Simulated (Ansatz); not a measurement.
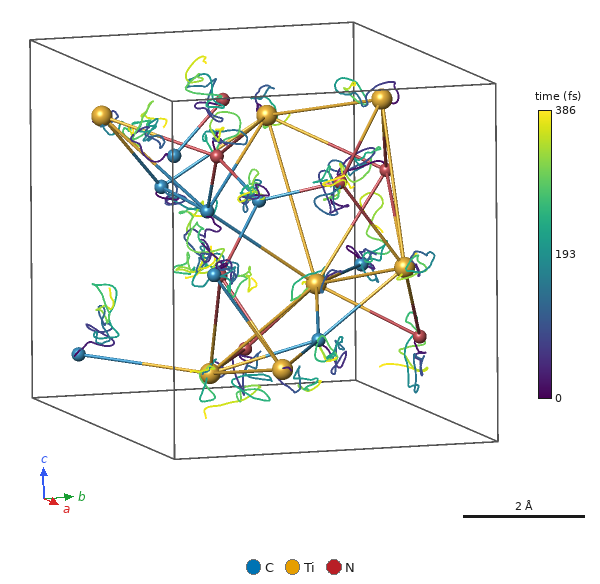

First-principles dynamics of an amorphous cell of composition Ti$_{7}$C$_{8}$N$_{7}$ (22 atoms in the cell), 386 fs long. It starts from the last geometry of an earlier run, with fresh velocities. Lines trace each atom's path, coloured by time; spheres stand at the starting positions. Seen slightly off an axis in the simulation cell.

The calculation used Ansatz, DFT PBE, scalar-relativistic, plane waves, PAW. Settings: plane-wave cutoff 420 eV; k-point mesh 1 × 1 × 1; Fermi-Dirac smearing 0.248 eV; set temperature 2880 K; time step 2 fs.

Input
```yaml
crystal:
  lattice:
    - [6.076351, 0.025247, -0.049807]
    - [0.025247, 5.783208, -0.055363]
    - [-0.049807, -0.055363, 6.005517]
  atoms:
    - { symbol: C, position: [0.6758073219, 0.4083920263, 0.6468313184] }
    - { symbol: C, position: [0.9511493963, 0.1478406909, 0.4990015042] }
    - { symbol: C, position: [0.6767079976, 0.5891673347, 0.2490917894] }
    - { symbol: C, position: [0.8497552568, 0.0708737756, 0.8184437291] }
    - { symbol: C, position: [0.2118636236, 0.0513528061, 0.1553821056] }
    - { symbol: C, position: [0.1181717051, 0.3515471526, 0.5923934834] }
    - { symbol: C, position: [0.3363456605, 0.3970072901, 0.5593130645] }
    - { symbol: C, position: [0.0488700411, 0.9987491956, 0.3323541089] }
    - { symbol: Ti, position: [0.9694263135, 0.3491018647, 0.2284242013] }
    - { symbol: Ti, position: [0.1874898524, 0.6484758951, 0.78929224] }
    - { symbol: Ti, position: [0.5960042535, 0.8250199656, 0.8962949976] }
    - { symbol: Ti, position: [0.7225472121, 0.8367617361, 0.4471360546] }
    - { symbol: Ti, position: [0.2195960555, 0.1241859915, 0.8184353888] }
    - { symbol: Ti, position: [0.5083345438, 0.3269641635, 0.1392188745] }
    - { symbol: Ti, position: [0.3294238534, 0.7354242856, 0.3384936993] }
    - { symbol: "N", position: [0.7587157218, 0.251675503, 0.4588190881] }
    - { symbol: "N", position: [0.3655785549, 0.9381264799, 0.6529546025] }
    - { symbol: "N", position: [0.1792446495, 0.5805679996, 0.1391739542] }
    - { symbol: "N", position: [0.842609187, 0.2256066909, 0.9664814329] }
    - { symbol: "N", position: [0.4911036314, 0.360091931, 0.7410895861] }
    - { symbol: "N", position: [0.7754587139, 0.6163088135, 0.705780923] }
    - { symbol: "N", position: [0.4645954748, 0.9950525295, 0.2018654434] }
  symmetry: { detect: false }
basis:
  ecutwfc: 420
  xc_grid: 1
kpoints:
  mp_grid: { grid: [1, 1, 1], shift: [0.25, 0.25, 0.25] }
hamiltonian:
  xc: pbe
scf:
  occupations: { method: fermi_dirac, width: 0.2482 }
  lower_state_search: "off"
  convergence: { dr2_threshold: 1.0e-05 }
output:
  forces: true
  stress: true
md:
  timestep: 2.0
  n_steps: 193
  ensemble: nvt_langevin
  friction: 0.03
  temperature: 2880.0
  initial_velocities: maxwell_boltzmann
  seed: 21781
```

Run as
```bash
ansatz run input.yaml --threads 2 --pin off --max-ram 5120MiB --backend cpu --events-out ev --progress --plain --runs-dir out
```

Describe the motion.

Root-mean-square distances from the starting positions over the second half, with the common drift of all atoms taken out: C 0.76 Å, N 0.62 Å, Ti 0.54 Å. Against the typical shortest distance between atoms in the first frame, about 1.5 Å these are large excursions, but over 386 fs one can't yet tell strong vibration from the start of diffusion. 1 of the 22 free atoms end more than three quarters of that spacing from the start. Bond changes: one C–N bond breaks at about 100 fs; one C–C bond breaks at about 208 fs; 2 C–C bonds form between 212 fs and 262 fs. The mean temperature in the second half is 3017 K (standard deviation 350 K). The potential energy in the second half lies on average 43.9 meV per atom below the first frame. The mean pressure there is 19.1 GPa.

Limits of the set-up: the cell has an odd number of electrons but was run without spin polarisation; the periodic images lie only 5.8 Å apart, so the values are limited by the cell's size.

Cost: 5.2 min on 2 threads of Arm Neoverse V1 (shared host), peak memory 0.46 GiB.
